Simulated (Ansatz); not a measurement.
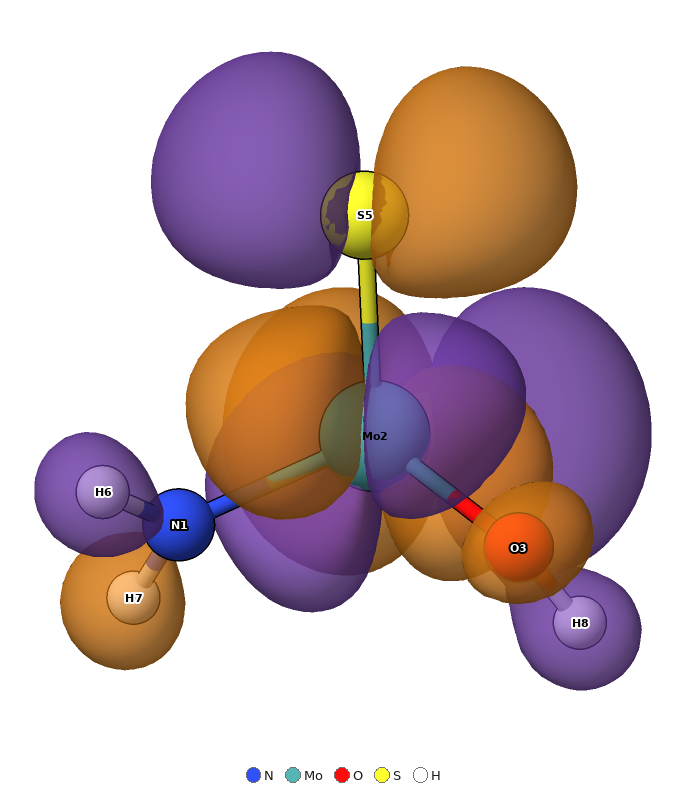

*H₃MoNOS₂. One frontier orbital at ±0.06 Å⁻³ᐟ² (orange and purple are the two phases), seen across its widest extent.*

Geometry: PBE0-D4/def2-TZVP; core potentials replace the inner electrons of Mo.

Theory: RKS PBE0-D4/def2-TZVPP in Ansatz.

```yaml
atoms:
  - { symbol: N, position_ang: [-0.9655, 0.9952, 0.2833] }
  - { symbol: Mo, position_ang: [0.4199, -0.1487, -0.3572] }
  - { symbol: O, position_ang: [1.0600, -1.2358, 1.0235] }
  - { symbol: S, position_ang: [-0.3897, -1.3243, -1.8999] }
  - { symbol: S, position_ang: [1.9892, 1.0678, -1.0484] }
  - { symbol: H, position_ang: [-0.8020, 1.9357, 0.6103] }
  - { symbol: H, position_ang: [-1.9486, 0.7844, 0.2003] }
  - { symbol: H, position_ang: [0.7288, -2.1316, 1.1322] }
```

Which orbital is it: HOMO or LUMO?

Answer. The LUMO, at −3.03 eV. Its weight (Hirshfeld) is mainly on Mo2 (about 50 %), S4 (about 25 %) and S5 (about 20 %).
